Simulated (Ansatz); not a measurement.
# Ti(0001) with 2 thermally displaced layers, 2x2: scattering by thermal displacements, part 2 of 2

How much do lattice vibrations at 500 K scatter the electrons of Ti? Layers with random displacements are laid between perfect leads, and the resistance is followed against their length.

Ansatz 0.2.0; Ansatz plane-wave DFT, PBE, PAW files; ballistic transport by layer matching (Landauer), zero bias; PAW set soft_1.

So far, open channels per spin nearest the Fermi level: step 2 (with 2 displaced layers) 2.66.

## Step 3: With 6 displaced layers

System of this step: Ti(0001) with 6 thermally displaced layers, 2x2. The cell holds 64 atoms: 64 Ti. Its edges and angles: a = 5.900 Å, b = 5.900 Å, c = 37.488 Å, α = 90.0°, β = 90.0°, γ = 120.0°. It derives from Ti. Regions: lead, 40 atoms (40 Ti); scattering region, 24 atoms (24 Ti). The structure is stacked along c, and the current runs across the ab planes.

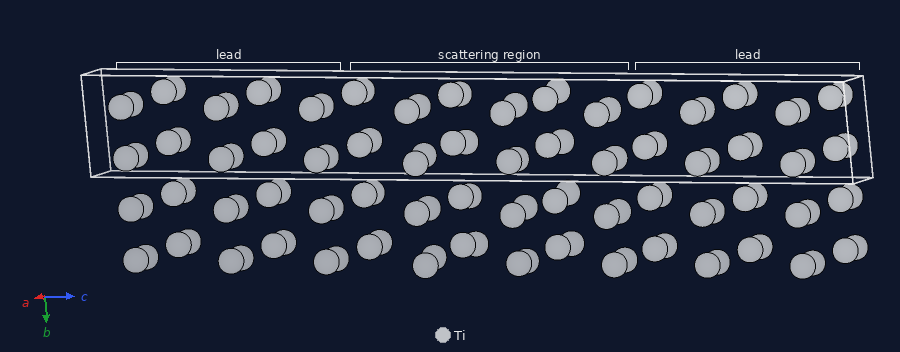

The cell of this step (titanium light grey). 1×2×1 cells are drawn.

Contents of input.yaml:

```yaml
crystal:
  lattice:
    - [5.9, 0.0, 0.0]
    - [-2.95, 5.1095498823, 0.0]
    - [0.0, 0.0, 37.488]
  atoms:
    - { symbol: Ti, position: [0.1666666667, 0.3333333333, 0.03125] }
    - { symbol: Ti, position: [0.1666666667, 0.8333333333, 0.03125] }
    - { symbol: Ti, position: [0.6666666667, 0.3333333333, 0.03125] }
    - { symbol: Ti, position: [0.6666666667, 0.8333333333, 0.03125] }
    - { symbol: Ti, position: [0.3333333333, 0.1666666667, 0.09375] }
    - { symbol: Ti, position: [0.3333333333, 0.6666666667, 0.09375] }
    - { symbol: Ti, position: [0.8333333333, 0.1666666667, 0.09375] }
    - { symbol: Ti, position: [0.8333333333, 0.6666666667, 0.09375] }
    - { symbol: Ti, position: [0.1666666667, 0.3333333333, 0.15625] }
    - { symbol: Ti, position: [0.1666666667, 0.8333333333, 0.15625] }
    - { symbol: Ti, position: [0.6666666667, 0.3333333333, 0.15625] }
    - { symbol: Ti, position: [0.6666666667, 0.8333333333, 0.15625] }
    - { symbol: Ti, position: [0.3333333333, 0.1666666667, 0.21875] }
    - { symbol: Ti, position: [0.3333333333, 0.6666666667, 0.21875] }
    - { symbol: Ti, position: [0.8333333333, 0.1666666667, 0.21875] }
    - { symbol: Ti, position: [0.8333333333, 0.6666666667, 0.21875] }
    - { symbol: Ti, position: [0.1666666667, 0.3333333333, 0.28125] }
    - { symbol: Ti, position: [0.1666666667, 0.8333333333, 0.28125] }
    - { symbol: Ti, position: [0.6666666667, 0.3333333333, 0.28125] }
    - { symbol: Ti, position: [0.6666666667, 0.8333333333, 0.28125] }
    - { symbol: Ti, position: [0.3485483683, 0.1683912161, 0.3418910749] }
    - { symbol: Ti, position: [0.3144923347, 0.6582702034, 0.3443005402] }
    - { symbol: Ti, position: [0.8153757337, 0.162829577, 0.3433518996] }
    - { symbol: Ti, position: [0.8438941853, 0.6706043458, 0.3446385163] }
    - { symbol: Ti, position: [0.155090969, 0.3309557176, 0.4082101252] }
    - { symbol: Ti, position: [0.1788436314, 0.8102371983, 0.4100351697] }
    - { symbol: Ti, position: [0.6952137282, 0.3476656085, 0.406911202] }
    - { symbol: Ti, position: [0.6750524792, 0.8600790759, 0.4111511123] }
    - { symbol: Ti, position: [0.3740166159, 0.1907907598, 0.4696435361] }
    - { symbol: Ti, position: [0.314096819, 0.6665849606, 0.4703913436] }
    - { symbol: Ti, position: [0.8164901249, 0.1739147346, 0.4698247615] }
    - { symbol: Ti, position: [0.8335301942, 0.6449453601, 0.4670955861] }
    - { symbol: Ti, position: [0.1490039965, 0.3118746387, 0.5355988336] }
    - { symbol: Ti, position: [0.1618057891, 0.8393679096, 0.5306035071] }
    - { symbol: Ti, position: [0.7039323905, 0.3575538642, 0.5328335323] }
    - { symbol: Ti, position: [0.632138347, 0.8342877461, 0.5329593782] }
    - { symbol: Ti, position: [0.3436151224, 0.1553318599, 0.598305462] }
    - { symbol: Ti, position: [0.3062891343, 0.6545316823, 0.5960878475] }
    - { symbol: Ti, position: [0.8524784427, 0.2033982968, 0.5942213428] }
    - { symbol: Ti, position: [0.8198112608, 0.6597406906, 0.591021875] }
    - { symbol: Ti, position: [0.1521512035, 0.3448975201, 0.6577030528] }
    - { symbol: Ti, position: [0.1803111664, 0.8194909425, 0.6604731706] }
    - { symbol: Ti, position: [0.6765415222, 0.3622140748, 0.6551679324] }
    - { symbol: Ti, position: [0.6572736047, 0.8379153638, 0.6588288782] }
    - { symbol: Ti, position: [0.3333333333, 0.1666666667, 0.71875] }
    - { symbol: Ti, position: [0.3333333333, 0.6666666667, 0.71875] }
    - { symbol: Ti, position: [0.8333333333, 0.1666666667, 0.71875] }
    - { symbol: Ti, position: [0.8333333333, 0.6666666667, 0.71875] }
    - { symbol: Ti, position: [0.1666666667, 0.3333333333, 0.78125] }
    - { symbol: Ti, position: [0.1666666667, 0.8333333333, 0.78125] }
    - { symbol: Ti, position: [0.6666666667, 0.3333333333, 0.78125] }
    - { symbol: Ti, position: [0.6666666667, 0.8333333333, 0.78125] }
    - { symbol: Ti, position: [0.3333333333, 0.1666666667, 0.84375] }
    - { symbol: Ti, position: [0.3333333333, 0.6666666667, 0.84375] }
    - { symbol: Ti, position: [0.8333333333, 0.1666666667, 0.84375] }
    - { symbol: Ti, position: [0.8333333333, 0.6666666667, 0.84375] }
    - { symbol: Ti, position: [0.1666666667, 0.3333333333, 0.90625] }
    - { symbol: Ti, position: [0.1666666667, 0.8333333333, 0.90625] }
    - { symbol: Ti, position: [0.6666666667, 0.3333333333, 0.90625] }
    - { symbol: Ti, position: [0.6666666667, 0.8333333333, 0.90625] }
    - { symbol: Ti, position: [0.3333333333, 0.1666666667, 0.96875] }
    - { symbol: Ti, position: [0.3333333333, 0.6666666667, 0.96875] }
    - { symbol: Ti, position: [0.8333333333, 0.1666666667, 0.96875] }
    - { symbol: Ti, position: [0.8333333333, 0.6666666667, 0.96875] }
kpoints:
  mp_grid: { grid: [4, 4, 1] }
hamiltonian:
  xc: pbe
  pseudopotentials: { kind: paw, azcp: { folder: soft_1 } }
scf:
  occupations: { method: fermi_dirac, width: 0.1 }
output:
  transmission: { leads: [[0, 8]], kmesh: [8, 8], e_range: [-0.05, 0.05], de: 0.05 }
  write_potential: true
  write_density: true
  volumetric_format: npy
```

Command:

```
$ ansatz run input.yaml --threads 4 --pin off --max-ram 15360MiB --backend cpu --events-out ev --progress --plain --runs-dir out
```

Numbers of over 12 decimals in the logs are rounded to 6 here.

What it wrote:

```text
[...]
Crystal: 64 atoms, lattice volume = 1130.126 Å³
Basis set: ecut = 420 eV, 21905 PW (Γ)
Bands: 461, of which v1, the nominal top of the filled ones, is band 384 counted from 1 (383 counted from 0)
Symmetry: 1 space group operations
[...]
k-points: 10 of 16 (time reversal used)
[...]
SCF iter   1: F=—  HF=-159991.661606 eV  |F-HF|=—  |Δ(HF+E_count)|=         —  Δρ=5.96e-2  dr2=8.74e1  ethr=3.10e-3  ⟨swp⟩=7.3  Hψ=17022  notcnv=0
[...]
SCF iter  10: F=-159978.149026 eV  HF=-159978.149026 eV  |F-HF|=1.20e-8  |Δ(HF+E_count)|=   9.14e-9  Δρ=7.49e-7  dr2=1.41e-8  ethr=1.30e-11  ⟨swp⟩=7.8  Hψ=10443  notcnv=0
SCF 1 converged in 10 iterations: F = -159978.149026 eV  dr2 = 1.41e-8
[...]
transmission: 168 of 1598 steps passed
transmission: 327 of 1598 steps passed
[...]
transmission: 1598 of 1598 steps passed
SCF converged after 10 iterations
Free energy (F): -159978.149026 eV
[...]
Internal energy: -159975.558572 eV  (E = F + TS)
E sigma→0 (E₀):  -159976.853799 eV
Entropy (-TS):   -2.590454 eV (-40.476 meV/atom)
Fermi energy:    12.992191 eV
[...]
--- Band table (eV; the first three rows and the last of 10) ---
  k-point 0: bands = [... 380 lower, 13.5222, 13.5315, 13.5425, 13.5453, 13.5569, 13.5699, 13.5859, 13.5886, ... 73 higher]
  k-point 1: bands = [... 380 lower, 13.1942, 13.2291, 13.2489, 13.2544, 13.2596, 13.2676, 13.2788, 13.2864, ... 73 higher]
  k-point 2: bands = [... 380 lower, 12.7644, 12.7969, 12.8150, 12.8336, 12.8920, 12.9034, 12.9099, 12.9227, ... 73 higher]
  k-point 9: bands = [... 380 lower, 12.7833, 12.7951, 12.8131, 12.8261, 12.8634, 12.8961, 12.9255, 12.9292, ... 73 higher]
--- Transmission ---
  basis      : 253 plane waves across, 47 finite elements along
  points     : 34, standing for a mesh of 8 x 8
[...]
channels       : 2.656250e0 a spin
[...]
junction   : crystal 0 to crystal 0, 0.70 to 33.50 Å
    transmission   : 1.351233e0 a spin
[...]
```

Run time: 11 min. Hardware: 4 threads of Intel Xeon Platinum 8488C (Sapphire Rapids), shared host; peak memory 9.4 GiB; 38 min of CPU time.

Numbers from this step:

| Quantity | Value |
| --- | --- |
| free energy | -159978.1490 eV |
| energy at zero smearing | -159976.8538 eV |
| Fermi energy | 12.99 eV |
| transmission per spin nearest the Fermi level | 1.351 |
| step of the lead's potential | 4.1 meV |

Per spin. Transmission, zone mean against energy, zero at the Fermi level:

```
energy (eV)  transmission, zone mean
    -0.0500                     1.28
     0.0000                     1.35
     0.0500                     1.39
```

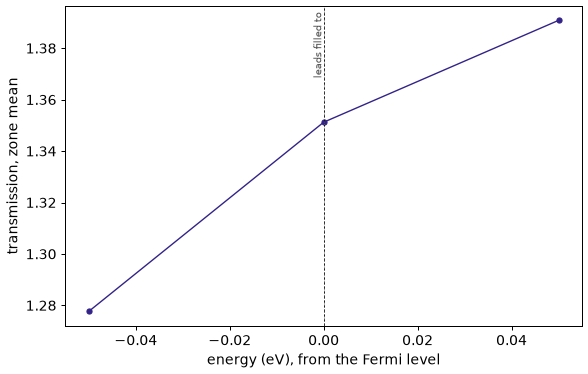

Transmission, zone mean, plotted against energy.

Over the solved energies the transmission per spin lies between 1.28 and 1.39, out of 2.71 channels of the lead on average (up to 3.22).

## Step 4: With 10 displaced layers

System of this step: Ti(0001) with 10 thermally displaced layers, 2x2. The cell holds 80 atoms: 80 Ti. Cell: a = 5.900 Å, b = 5.900 Å, c = 46.860 Å, α = 90.0°, β = 90.0°, γ = 120.0°. It derives from Ti. Regions: lead, 40 atoms (40 Ti); scattering region, 40 atoms (40 Ti). The structure is stacked along c, and the current runs across the ab planes.

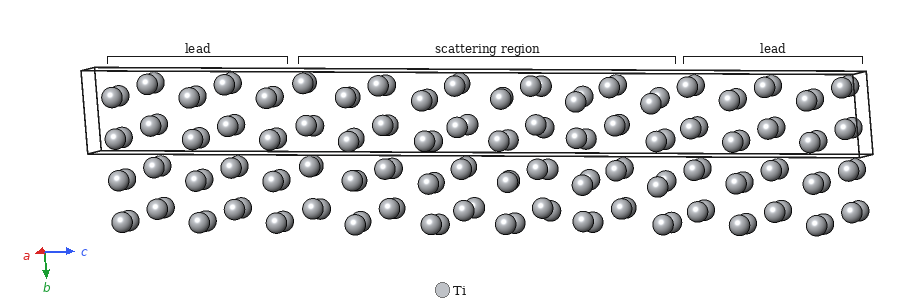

The cell of this step (titanium light grey). 1×2×1 cells are drawn.

Contents of input.yaml:

```yaml
crystal:
  lattice:
    - [5.9, 0.0, 0.0]
    - [-2.95, 5.1095498823, 0.0]
    - [0.0, 0.0, 46.86]
  atoms:
    - { symbol: Ti, position: [0.1666666667, 0.3333333333, 0.025] }
    - { symbol: Ti, position: [0.1666666667, 0.8333333333, 0.025] }
    - { symbol: Ti, position: [0.6666666667, 0.3333333333, 0.025] }
    - { symbol: Ti, position: [0.6666666667, 0.8333333333, 0.025] }
    - { symbol: Ti, position: [0.3333333333, 0.1666666667, 0.075] }
    - { symbol: Ti, position: [0.3333333333, 0.6666666667, 0.075] }
    - { symbol: Ti, position: [0.8333333333, 0.1666666667, 0.075] }
    - { symbol: Ti, position: [0.8333333333, 0.6666666667, 0.075] }
    - { symbol: Ti, position: [0.1666666667, 0.3333333333, 0.125] }
    - { symbol: Ti, position: [0.1666666667, 0.8333333333, 0.125] }
    - { symbol: Ti, position: [0.6666666667, 0.3333333333, 0.125] }
    - { symbol: Ti, position: [0.6666666667, 0.8333333333, 0.125] }
    - { symbol: Ti, position: [0.3333333333, 0.1666666667, 0.175] }
    - { symbol: Ti, position: [0.3333333333, 0.6666666667, 0.175] }
    - { symbol: Ti, position: [0.8333333333, 0.1666666667, 0.175] }
    - { symbol: Ti, position: [0.8333333333, 0.6666666667, 0.175] }
    - { symbol: Ti, position: [0.1666666667, 0.3333333333, 0.225] }
    - { symbol: Ti, position: [0.1666666667, 0.8333333333, 0.225] }
    - { symbol: Ti, position: [0.6666666667, 0.3333333333, 0.225] }
    - { symbol: Ti, position: [0.6666666667, 0.8333333333, 0.225] }
    - { symbol: Ti, position: [0.3305207405, 0.1559258018, 0.2723173052] }
    - { symbol: Ti, position: [0.3156789964, 0.6758878157, 0.2769796145] }
    - { symbol: Ti, position: [0.8208693022, 0.1469586569, 0.2767462505] }
    - { symbol: Ti, position: [0.8064524506, 0.6535862379, 0.2762421539] }
    - { symbol: Ti, position: [0.1344641008, 0.3404208472, 0.3238366076] }
    - { symbol: Ti, position: [0.1677083826, 0.8319446743, 0.3254042673] }
    - { symbol: Ti, position: [0.6707387428, 0.3194218969, 0.3278422346] }
    - { symbol: Ti, position: [0.6859402411, 0.848810656, 0.3273299497] }
    - { symbol: Ti, position: [0.3535869979, 0.1821503366, 0.3751512016] }
    - { symbol: Ti, position: [0.3094286112, 0.6641894168, 0.3734608242] }
    - { symbol: Ti, position: [0.813101803, 0.1714076912, 0.3738627929] }
    - { symbol: Ti, position: [0.8074072562, 0.64753399, 0.3755368853] }
    - { symbol: Ti, position: [0.184494116, 0.3575923218, 0.424972168] }
    - { symbol: Ti, position: [0.1960790838, 0.8590562977, 0.4273005502] }
    - { symbol: Ti, position: [0.6403602465, 0.3558721483, 0.4256793047] }
    - { symbol: Ti, position: [0.6768036815, 0.840143081, 0.4257655872] }
    - { symbol: Ti, position: [0.3351157004, 0.1600828074, 0.4711963674] }
    - { symbol: Ti, position: [0.3242313094, 0.6519231138, 0.4771605325] }
    - { symbol: Ti, position: [0.8295115447, 0.1681979278, 0.4733006263] }
    - { symbol: Ti, position: [0.8251156727, 0.6664551057, 0.4720289668] }
    - { symbol: Ti, position: [0.1704705401, 0.3313875577, 0.5226283347] }
    - { symbol: Ti, position: [0.133273402, 0.8427446952, 0.5244047753] }
    - { symbol: Ti, position: [0.6560808214, 0.3290013434, 0.5286332977] }
    - { symbol: Ti, position: [0.6666699819, 0.8349222659, 0.5220255712] }
    - { symbol: Ti, position: [0.3679185268, 0.1834969474, 0.5771340729] }
    - { symbol: Ti, position: [0.342498173, 0.6834816634, 0.5757419643] }
    - { symbol: Ti, position: [0.8416787092, 0.1638748588, 0.5720519435] }
    - { symbol: Ti, position: [0.8319306543, 0.6311720178, 0.574520081] }
    - { symbol: Ti, position: [0.153852524, 0.314203242, 0.626226363] }
    - { symbol: Ti, position: [0.1594772494, 0.8253194774, 0.6260397824] }
    - { symbol: Ti, position: [0.6718352435, 0.3588126021, 0.6257029771] }
    - { symbol: Ti, position: [0.6412986181, 0.7976679885, 0.6223842446] }
    - { symbol: Ti, position: [0.3501348702, 0.1657383923, 0.674433696] }
    - { symbol: Ti, position: [0.3476740764, 0.6431379151, 0.6738285729] }
    - { symbol: Ti, position: [0.8312035312, 0.1774223618, 0.6736728033] }
    - { symbol: Ti, position: [0.8088660929, 0.6372220141, 0.6764588377] }
    - { symbol: Ti, position: [0.1751039077, 0.32459474, 0.725326711] }
    - { symbol: Ti, position: [0.1418039174, 0.8246784539, 0.7277561642] }
    - { symbol: Ti, position: [0.6900134244, 0.3757143418, 0.7234254647] }
    - { symbol: Ti, position: [0.6740920477, 0.8297469998, 0.7261317434] }
    - { symbol: Ti, position: [0.3333333333, 0.1666666667, 0.775] }
    - { symbol: Ti, position: [0.3333333333, 0.6666666667, 0.775] }
    - { symbol: Ti, position: [0.8333333333, 0.1666666667, 0.775] }
    - { symbol: Ti, position: [0.8333333333, 0.6666666667, 0.775] }
    - { symbol: Ti, position: [0.1666666667, 0.3333333333, 0.825] }
    - { symbol: Ti, position: [0.1666666667, 0.8333333333, 0.825] }
    - { symbol: Ti, position: [0.6666666667, 0.3333333333, 0.825] }
    - { symbol: Ti, position: [0.6666666667, 0.8333333333, 0.825] }
    - { symbol: Ti, position: [0.3333333333, 0.1666666667, 0.875] }
    - { symbol: Ti, position: [0.3333333333, 0.6666666667, 0.875] }
    - { symbol: Ti, position: [0.8333333333, 0.1666666667, 0.875] }
    - { symbol: Ti, position: [0.8333333333, 0.6666666667, 0.875] }
    - { symbol: Ti, position: [0.1666666667, 0.3333333333, 0.925] }
    - { symbol: Ti, position: [0.1666666667, 0.8333333333, 0.925] }
    - { symbol: Ti, position: [0.6666666667, 0.3333333333, 0.925] }
    - { symbol: Ti, position: [0.6666666667, 0.8333333333, 0.925] }
    - { symbol: Ti, position: [0.3333333333, 0.1666666667, 0.975] }
    - { symbol: Ti, position: [0.3333333333, 0.6666666667, 0.975] }
    - { symbol: Ti, position: [0.8333333333, 0.1666666667, 0.975] }
    - { symbol: Ti, position: [0.8333333333, 0.6666666667, 0.975] }
kpoints:
  mp_grid: { grid: [4, 4, 1] }
hamiltonian:
  xc: pbe
  pseudopotentials: { kind: paw, azcp: { folder: soft_1 } }
scf:
  occupations: { method: fermi_dirac, width: 0.1 }
output:
  transmission: { leads: [[0, 8]], kmesh: [8, 8], e_range: [-0.05, 0.05], de: 0.05 }
  write_potential: true
  write_density: true
  volumetric_format: npy
```

What it wrote:

```text
[...]
Crystal: 80 atoms, lattice volume = 1412.658 Å³
Basis set: ecut = 420 eV, 27409 PW (Γ)
Bands: 576, of which v1, the nominal top of the filled ones, is band 480 counted from 1 (479 counted from 0)
Symmetry: 1 space group operations
[...]
k-points: 10 of 16 (time reversal used)
[...]
SCF iter   1: F=—  HF=-199988.972461 eV  |F-HF|=—  |Δ(HF+E_count)|=         —  Δρ=5.98e-2  dr2=1.33e2  ethr=3.10e-3  ⟨swp⟩=7.1  Hψ=21334  notcnv=0
[...]
SCF iter  10: F=-199971.811957 eV  HF=-199971.811957 eV  |F-HF|=1.36e-8  |Δ(HF+E_count)|=   6.09e-8  Δρ=6.43e-7  dr2=1.61e-8  ethr=1.04e-11  ⟨swp⟩=8.2  Hψ=13283  notcnv=0
SCF 1 converged in 10 iterations: F = -199971.811957 eV  dr2 = 1.61e-8
[...]
transmission: 201 of 1972 steps passed
transmission: 402 of 1972 steps passed
[...]
transmission: 1972 of 1972 steps passed
SCF converged after 10 iterations
Free energy (F): -199971.811957 eV
[...]
Internal energy: -199968.523389 eV  (E = F + TS)
E sigma→0 (E₀):  -199970.167673 eV
Entropy (-TS):   -3.288568 eV (-41.107 meV/atom)
Fermi energy:    12.984677 eV
[...]
--- Band table (eV; the first three rows and the last of 10) ---
  k-point 0: bands = [... 476 lower, 13.5265, 13.5313, 13.5356, 13.5378, 13.5511, 13.5697, 13.5735, 13.5780, ... 92 higher]
  k-point 1: bands = [... 476 lower, 13.2166, 13.2322, 13.2422, 13.2468, 13.2515, 13.2585, 13.2662, 13.2754, ... 92 higher]
  k-point 2: bands = [... 476 lower, 12.7890, 12.7916, 12.8164, 12.8288, 12.8623, 12.8721, 12.8845, 12.9087, ... 92 higher]
  k-point 9: bands = [... 476 lower, 12.7885, 12.8275, 12.8376, 12.8508, 12.8704, 12.8753, 12.9059, 12.9084, ... 92 higher]
--- Transmission ---
  basis      : 253 plane waves across, 58 finite elements along
  points     : 34, standing for a mesh of 8 x 8
[...]
channels       : 2.656250e0 a spin
[...]
junction   : crystal 0 to crystal 0, 0.70 to 42.87 Å
    transmission   : 1.127869e0 a spin
[...]
```

It took 12 min on 4 threads; peak memory 9.4 GiB.

Numbers from this step:

- free energy: -199971.8120 eV
- energy at zero smearing: -199970.1677 eV
- Fermi energy: 12.98 eV
- transmission per spin nearest the Fermi level: 1.128
- step of the lead's potential: 7 meV

Per spin. The transmission, zone mean by energy, zero at the Fermi level:

```
energy (eV)  transmission, zone mean
    -0.0500                     1.11
     0.0000                     1.13
     0.0500                     1.06
```

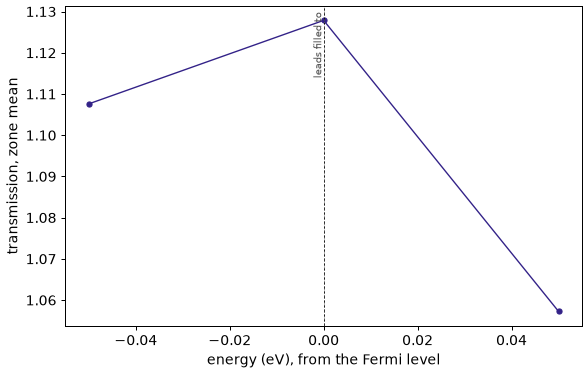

Transmission, zone mean, plotted against energy.

Over the solved energies the transmission per spin lies between 1.06 and 1.13, out of 2.71 channels of the lead on average (up to 3.22).

## Step 5: Resistance against length

This step: Ansatz plane-wave DFT, PBE, PAW files; ballistic transport by layer matching (Landauer), zero bias; resistivity from the slope of the area resistance; PAW set soft_1 (Ansatz 0.2.0).

Numbers from this step:

```
resistivity           : 87.68 µΩ cm
intercept             : 0.1141 fΩ m²
scatter about the fit : 0.08516 fΩ m²
```

Resistance, by row:

```
run  length (Å)      T  channels N  RA (fΩ m²)
 n2       4.686  2.046       2.708      0.4648
 n6       14.06   1.34       2.708       1.467
n10       23.43  1.098       2.708       2.108
```

Area resistance against length of the displaced region:

```
length of the displaced region (Å)  area resistance (fΩ m²)
                              4.69                    0.465
                             14.06                     1.47
                             23.43                     2.11
```

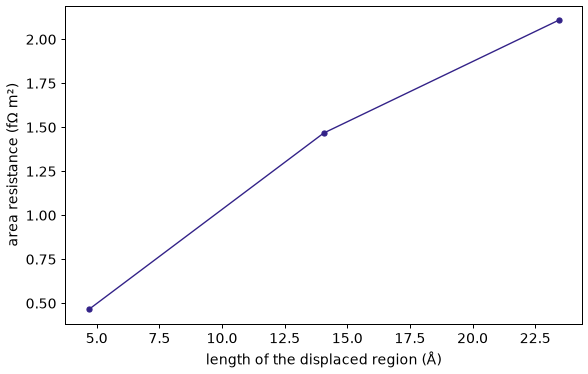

Area resistance, plotted against length of the displaced region.

The area resistance goes from 0.46 to 2.1 fΩ m² between 4.7 and 23.4 Å, a slope of 88 µΩ cm.

By hand from the end points: (2.108 − 0.4648) fΩ m² / (23.43 − 4.69) Å = 88 µΩ cm, since 1 fΩ m² per Å is 1000 µΩ cm.

## Step 6: Outcome

| Property | Result |
| --- | --- |
| resistivity from the slope | 87.7 µΩ cm |
| area resistance over 4.69 Å | 0.465 fΩ m² |
| area resistance over 14.1 Å | 1.47 fΩ m² |
| area resistance over 23.4 Å | 2.11 fΩ m² |

The slope gives 88 µΩ cm. The points scatter by 0.085 fΩ m² about the line, with one random draw a length in a 2x2 cell, so the slope is a rough value. The mean square of the displacements drawn is 0.73, 0.99 and 0.93 of the nominal one at the three lengths; with each resistance scaled back by that, the slope is 88 µΩ cm, the value used below. Read with a model of isotropic scattering on a spherical Fermi surface and the lead's 0.70×10¹⁵ S/m², this slope means a mean free path near 13 Å; over these lengths the model's slope is within 3 % of its bulk resistivity. Uncorrelated displacements put too much weight on short waves, which scatter strongly; with the sideways repeat of a small cell, one draw and three short lengths, the method is good to a factor of two or three.

[Logs are printed without paths, hosts, clocks, repeated set-up lines and the standing remarks that a program may print on its own settings, such as how far it seeks lower states.]

[Hosts, paths, dates, database ids (printed as entryN), source tags and the programs' standing remarks are cut or masked in the printed files.]
